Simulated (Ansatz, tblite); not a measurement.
# [Cu(PH3)3]+ (CuP₃H₉+): removing and adding an electron

What does removing or adding an electron cost or gain for [Cu(PH3)3]+ (CuP₃H₉+)? Each charged state is run at several levels.

Method: as each input shows; program: Ansatz 0.2.0, Gaussian basis.

Levels to be run: charge +2 doublet, at the geometry of the singlet (PBE0-D4/def2-TZVP, PBE-D4/def2-TZVP, revPBE-D4/def2-TZVP); charge 0 doublet, at the geometry of the singlet (PBE0-D4/def2-TZVP, PBE-D4/def2-TZVP, revPBE-D4/def2-TZVP); the starting singlet's energies come from earlier runs.

2 further runs of the same task are left out: 2 set aside as unsound or not needed.

## Step 1: The structure

The singlet was relaxed beforehand with B3LYP-D4/def2-SVP.

13 atoms, charge 1, spin multiplicity 1.

Atoms are counted from 1 here; the program's logs count them from 0.

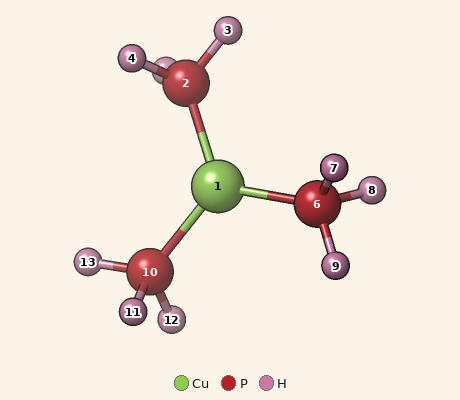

The geometry (copper green, phosphorus red, hydrogen pink); atoms are numbered from 1 in the order of the file.

Coordinates:

```
Cu   -0.00144    0.00096   -0.00188
P     2.31359    0.02032   -0.00773
H     3.03819    1.23593    0.07021
H     2.96440   -0.54639   -1.13257
H     2.98657   -0.69772    1.01266
P    -1.17551    1.99580   -0.00853
H    -0.85065    2.95620   -0.99938
H    -1.05605    2.82239    1.13714
H    -2.58635    2.01661   -0.14262
P    -1.13838   -2.01532    0.01275
H    -2.06569   -2.25823   -1.03170
H    -1.98629   -2.28115    1.11743
H    -0.44239   -3.24943   -0.02578
```

Formally the metal is d10. No spin-orbit coupling is included. The ion is computed in the gas phase, without counter-ions or solvent.

## Step 2: Charge +2 doublet at the fixed geometry, PBE0-D4/def2-TZVP

The input, in.yaml:

```yaml
crystal:
  periodic: [false, false, false]
  atoms:
    - {symbol: Cu, position_ang: [-0.001443, 0.000962, -0.001876]}
    - {symbol: P, position_ang: [2.313589, 0.020321, -0.007734]}
    - {symbol: H, position_ang: [3.038195, 1.235932, 0.070211]}
    - {symbol: H, position_ang: [2.964402, -0.546390, -1.132569]}
    - {symbol: H, position_ang: [2.986570, -0.697720, 1.012661]}
    - {symbol: P, position_ang: [-1.175514, 1.995797, -0.008531]}
    - {symbol: H, position_ang: [-0.850647, 2.956202, -0.999385]}
    - {symbol: H, position_ang: [-1.056052, 2.822390, 1.137139]}
    - {symbol: H, position_ang: [-2.586345, 2.016614, -0.142620]}
    - {symbol: P, position_ang: [-1.138385, -2.015325, 0.012750]}
    - {symbol: H, position_ang: [-2.065689, -2.258226, -1.031699]}
    - {symbol: H, position_ang: [-1.986290, -2.281151, 1.117431]}
    - {symbol: H, position_ang: [-0.442391, -3.249426, -0.025780]}
basis:
  gaussian: {orbitals: def2-TZVP}
total_charge: 2
magnetization: {spin_polarized: true, initial_magnetization: 1}
hamiltonian: {xc: pbe0, dispersion: d4}
scf: {omitted_lower_state_checks: [starts]}
output: {orbitals: {seedname: orbitals}}
```

Run with:

```bash
> ansatz run in.yaml --threads 4 --pin off --events-out ev --progress --plain --max-ram 8704MiB
```

Output:

```text
Functional definition: PBE0
  name "PBE0"
  cite "Adamo & Barone, J. Chem. Phys. 110, 6158 (1999) doi:10.1063/1.478522"
  cite "Perdew, Burke & Ernzerhof, Phys. Rev. Lett. 77, 3865 (1996) doi:10.1103/PhysRevLett.77.3865"
  parent pbe
  parameter a = 0.25
  parameter kappa = 0.804
  parameter beta = 0.06672455060314922
  exchange = (1 - a)*pbe_x(kappa = kappa, mu = beta*pi^2/3) + a*exact_x
  correlation = pbe_c(beta = beta)
these checks for a lower state are left out or cut short: starts
1784 factors; their error is unknown
mean field evaluation 1: about -72590.7084 eV, gradient 1.2e2 eV
mean field evaluation 2: about -71548.7030 eV, gradient 4.1e2 eV
mean field evaluation 4: about -72615.7947 eV, gradient 4.0e1 eV
mean field evaluation 8: about -72619.3929 eV, gradient 1.7e0 eV
mean field evaluation 16: about -72619.4604 eV, gradient 9.8e-3 eV
mean field evaluation 32: about -72619.4605 eV, gradient 2.0e-5 eV
mean field -72619.46047442 eV, -2668.7159491969 hartree, gradient 8.6e-6 eV, S^2 0.755469; 0 other end points of the search recorded, 0 dependent functions left out
reference -72619.46051441 eV, -2668.7159506665 hartree; 41, 40 occupied and 169, 170 virtual orbitals, 1784 factors
Total energy: -72619.70106338 eV, -2668.7247906778 hartree
Checks for a lower state left out: starts
```

It took 42 s on 4 threads of Arm Neoverse N1, shared host; peak memory 1.5 GiB.

From the report: HOMO -17.40 eV, LUMO -15.00 eV (over both spins); ⟨S²⟩ 0.755 (pure: 0.75).

## Step 3: Charge +2 doublet at the fixed geometry, PBE-D4/def2-TZVP

start.molden holds the orbitals of an earlier run on this state, given as this run's starting guess.

Changes to in.yaml since step 2:

```diff
@@ -17,6 +17,6 @@
 basis:
-  gaussian: {orbitals: def2-TZVP}
+  gaussian: {orbitals: def2-TZVP, initial_orbitals: start.molden}
 total_charge: 2
 magnetization: {spin_polarized: true, initial_magnetization: 1}
-hamiltonian: {xc: pbe0, dispersion: d4}
+hamiltonian: {xc: pbe, dispersion: d4}
 scf: {omitted_lower_state_checks: [starts]}
```

Same command.

Output:

```text
Functional definition: PBE
  name "PBE"
  cite "Perdew, Burke & Ernzerhof, Phys. Rev. Lett. 77, 3865 (1996) doi:10.1103/PhysRevLett.77.3865"
  parent pbe
  parameter kappa = 0.804
  parameter beta = 0.06672455060314922
  exchange = pbe_x(kappa = kappa, mu = beta*pi^2/3)
  correlation = pbe_c(beta = beta)
these checks for a lower state are left out or cut short: starts
1659 factors; their error is unknown
mean field evaluation 1: about -72616.8011 eV, gradient 9.9e0 eV
mean field evaluation 2: about -72617.0639 eV, gradient 4.5e-1 eV
mean field evaluation 4: about -72617.0337 eV, gradient 9.1e-2 eV
mean field evaluation 8: about -72617.0338 eV, gradient 1.1e-4 eV
mean field evaluation 16: about -72617.0338 eV, gradient 1.2e-5 eV
mean field -72617.03377516 eV, -2668.6267696437 hartree, gradient 3.9e-6 eV, S^2 0.751591; 0 other end points of the search recorded, 0 dependent functions left out
reference -72617.03382814 eV, -2668.6267715909 hartree; 41, 40 occupied and 169, 170 virtual orbitals, 1659 factors
Total energy: -72617.30929748 eV, -2668.6368949024 hartree
Checks for a lower state left out: starts
```

Run time: 19 s. Hardware: 4 threads of Arm Neoverse N1, shared host; peak memory 0.68 GiB.

Report: HOMO -16.00 eV, LUMO -15.98 eV (over both spins); ⟨S²⟩ 0.752 (pure: 0.75).

## Step 4: Charge +2 doublet at the fixed geometry, revPBE-D4/def2-TZVP

Changes to in.yaml since step 3:

```diff
@@ -20,3 +20,3 @@
 magnetization: {spin_polarized: true, initial_magnetization: 1}
-hamiltonian: {xc: pbe, dispersion: d4}
+hamiltonian: {xc: {name: revPBE}, dispersion: d4}
 scf: {omitted_lower_state_checks: [starts]}
```

Same command.

Output:

```text
Functional definition: revPBE
  name "revPBE"
  cite "Zhang & Yang, Phys. Rev. Lett. 80, 890 (1998) doi:10.1103/PhysRevLett.80.890"
  cite "Perdew, Burke & Ernzerhof, Phys. Rev. Lett. 77, 3865 (1996) doi:10.1103/PhysRevLett.77.3865"
  parameter kappa = 1.245
  parameter beta = 0.06672455060314922
  exchange = pbe_x(kappa = kappa, mu = beta*pi^2/3)
  correlation = pbe_c(beta = beta)
these checks for a lower state are left out or cut short: starts
1659 factors; their error is unknown
mean field evaluation 1: about -72628.9921 eV, gradient 8.6e0 eV
mean field evaluation 2: about -72629.2183 eV, gradient 4.0e-1 eV
mean field evaluation 4: about -72629.1857 eV, gradient 8.7e-2 eV
mean field evaluation 8: about -72629.1858 eV, gradient 1.3e-5 eV
mean field evaluation 16: about -72629.1858 eV, gradient 2.9e-6 eV
mean field -72629.18575740 eV, -2669.0733467543 hartree, gradient 2.9e-6 eV, S^2 0.751807; 0 other end points of the search recorded, 0 dependent functions left out
reference -72629.18582337 eV, -2669.0733491784 hartree; 41, 40 occupied and 169, 170 virtual orbitals, 1659 factors
Total energy: -72629.86777460 eV, -2669.0984104239 hartree
Checks for a lower state left out: starts
```

Run time: 18 s. Hardware: 4 threads of Arm Neoverse N1, shared host; peak memory 0.68 GiB.

HOMO -15.97 eV, LUMO -15.92 eV (over both spins); ⟨S²⟩ 0.752 (pure: 0.75).

## Step 5: Vertical ionisation energy

Charged state less starting state, singlet to doublet; the starting state's energies are those of its earlier runs.

```csv
level,vertical ionisation energy (eV),time
PBE-D4/def2-TZVP,+13.18,22 s
revPBE-D4/def2-TZVP,+13.18,22 s
PBE0-D4/def2-TZVP,+13.28,48 s
```

Times add the two runs; a level without a time comes out of a correlated run.

Beside −ε(HOMO) of the starting state:

```
              level  −ε(HOMO) (eV)  by difference (eV)  mismatch (eV)
   PBE-D4/def2-TZVP          10.21               13.18          -2.97
revPBE-D4/def2-TZVP          10.15               13.18          -3.03
  PBE0-D4/def2-TZVP          11.59               13.28          -1.69
```

## Step 6: Charge 0 doublet at the fixed geometry, PBE0-D4/def2-TZVP

Changes to in.yaml since step 4:

```diff
@@ -17,6 +17,5 @@
 basis:
-  gaussian: {orbitals: def2-TZVP, initial_orbitals: start.molden}
-total_charge: 2
+  gaussian: {orbitals: def2-TZVP}
 magnetization: {spin_polarized: true, initial_magnetization: 1}
-hamiltonian: {xc: {name: revPBE}, dispersion: d4}
+hamiltonian: {xc: pbe0, dispersion: d4}
 scf: {omitted_lower_state_checks: [starts]}
```

Same command.

Output (excerpt; [...] marks lines left out):

```text
Functional definition: PBE0
  name "PBE0"
  cite "Adamo & Barone, J. Chem. Phys. 110, 6158 (1999) doi:10.1063/1.478522"
  cite "Perdew, Burke & Ernzerhof, Phys. Rev. Lett. 77, 3865 (1996) doi:10.1103/PhysRevLett.77.3865"
  parent pbe
[...]
1784 factors; their error is unknown
[...]
mean field -72636.21743603 eV, -2669.3317561777 hartree, gradient 1.2e-5 eV, S^2 0.754661; 0 other end points of the search recorded, 0 dependent functions left out
reference -72636.21748052 eV, -2669.3317578127 hartree; 42, 41 occupied and 168, 169 virtual orbitals, 1784 factors
Total energy: -72636.51511074 eV, -2669.3426955214 hartree
Checks for a lower state left out: starts
```

Run time: 16 s. Hardware: 4 threads of Arm Neoverse N1, shared host; peak memory 1 GiB.

HOMO -1.97 eV, LUMO -0.10 eV (over both spins); ⟨S²⟩ 0.755 (pure: 0.75).

## Step 7: Charge 0 doublet at the fixed geometry, PBE-D4/def2-TZVP

Changes to in.yaml since step 6:

```diff
@@ -17,5 +17,5 @@
 basis:
-  gaussian: {orbitals: def2-TZVP}
+  gaussian: {orbitals: def2-TZVP, initial_orbitals: start.molden}
 magnetization: {spin_polarized: true, initial_magnetization: 1}
-hamiltonian: {xc: pbe0, dispersion: d4}
+hamiltonian: {xc: pbe, dispersion: d4}
 scf: {omitted_lower_state_checks: [starts]}
```

Launched as before.

Output:

```text
Functional definition: PBE
  name "PBE"
  cite "Perdew, Burke & Ernzerhof, Phys. Rev. Lett. 77, 3865 (1996) doi:10.1103/PhysRevLett.77.3865"
  parent pbe
  parameter kappa = 0.804
  parameter beta = 0.06672455060314922
  exchange = pbe_x(kappa = kappa, mu = beta*pi^2/3)
  correlation = pbe_c(beta = beta)
these checks for a lower state are left out or cut short: starts
1659 factors; their error is unknown
mean field evaluation 1: about -72633.7583 eV, gradient 9.9e0 eV
mean field evaluation 2: about -72633.9547 eV, gradient 2.9e-1 eV
mean field evaluation 4: about -72633.9178 eV, gradient 1.4e-3 eV
mean field -72633.91779361 eV, -2669.2472458776 hartree, gradient 1.1e-5 eV, S^2 0.752939; 0 other end points of the search recorded, 0 dependent functions left out
reference -72633.91785246 eV, -2669.2472480402 hartree; 42, 41 occupied and 168, 169 virtual orbitals, 1659 factors
Total energy: -72634.25950271 eV, -2669.2598034553 hartree
Checks for a lower state left out: starts
```

Run time: 8 s. Hardware: 4 threads of Arm Neoverse N1, shared host.

HOMO -1.55 eV, LUMO -1.02 eV (over both spins); ⟨S²⟩ 0.753 (pure: 0.75).

## Step 8: Charge 0 doublet at the fixed geometry, revPBE-D4/def2-TZVP

Changes to in.yaml since step 7:

```diff
@@ -19,3 +19,3 @@
 magnetization: {spin_polarized: true, initial_magnetization: 1}
-hamiltonian: {xc: pbe, dispersion: d4}
+hamiltonian: {xc: {name: revPBE}, dispersion: d4}
 scf: {omitted_lower_state_checks: [starts]}
```

Launched as before.

Output:

```text
Functional definition: revPBE
  name "revPBE"
  cite "Zhang & Yang, Phys. Rev. Lett. 80, 890 (1998) doi:10.1103/PhysRevLett.80.890"
  cite "Perdew, Burke & Ernzerhof, Phys. Rev. Lett. 77, 3865 (1996) doi:10.1103/PhysRevLett.77.3865"
  parameter kappa = 1.245
  parameter beta = 0.06672455060314922
  exchange = pbe_x(kappa = kappa, mu = beta*pi^2/3)
  correlation = pbe_c(beta = beta)
these checks for a lower state are left out or cut short: starts
1659 factors; their error is unknown
mean field evaluation 1: about -72645.8267 eV, gradient 8.6e0 eV
mean field evaluation 2: about -72645.9970 eV, gradient 2.8e-1 eV
mean field evaluation 4: about -72645.9597 eV, gradient 1.2e-3 eV
mean field -72645.95970162 eV, -2669.6897778346 hartree, gradient 2.4e-5 eV, S^2 0.753672; 0 other end points of the search recorded, 0 dependent functions left out
reference -72645.95977532 eV, -2669.6897805430 hartree; 42, 41 occupied and 168, 169 virtual orbitals, 1659 factors
Total energy: -72646.84480327 eV, -2669.7223047200 hartree
Checks for a lower state left out: starts
```

Wall time 7.5 s (4 threads of Arm Neoverse N1, shared host).

Report: HOMO -1.51 eV, LUMO -0.93 eV (over both spins); ⟨S²⟩ 0.754 (pure: 0.75).

## Step 9: Vertical electron affinity

Starting state less charged state (positive: the electron is bound), singlet to doublet; the starting state's energies are those of its earlier runs.

| level | vertical electron affinity (eV) | time |
| --- | --- | --- |
| PBE-D4/def2-TZVP | +3.77 | 11 s |
| revPBE-D4/def2-TZVP | +3.80 | 11 s |
| PBE0-D4/def2-TZVP | +3.53 | 23 s |

Times add the two runs; a level without a time comes out of a correlated run.

Beside −ε(LUMO) of the starting state:

```csv
level,−ε(LUMO) (eV),by difference (eV),mismatch (eV)
PBE-D4/def2-TZVP,5.92,3.77,+2.15
revPBE-D4/def2-TZVP,5.85,3.80,+2.05
PBE0-D4/def2-TZVP,5.01,3.53,+1.48
```

## Step 10: Summary of results

| quantity | value |
| --- | --- |
| vertical ionisation energy, functionals in def2-TZVP | 13.18 (revPBE-D4) to 13.28 eV (PBE0-D4) |
| vertical electron affinity, functionals in def2-TZVP | 3.53 (PBE0-D4) to 3.80 eV (revPBE-D4) |

In words: The vertical ionisation energy spans 13.18 to 13.28 eV over the functionals. −ε(HOMO) misses the level's own difference by -1.69 eV at best (PBE0-D4) and -3.03 eV at worst (revPBE-D4). The vertical electron affinity spans 3.53 to 3.80 eV over the functionals. −ε(LUMO) misses the level's own difference by +1.48 eV at best (PBE0-D4) and +2.15 eV at worst (PBE-D4). The charged states' spins were chosen beforehand and needn't be their lowest.
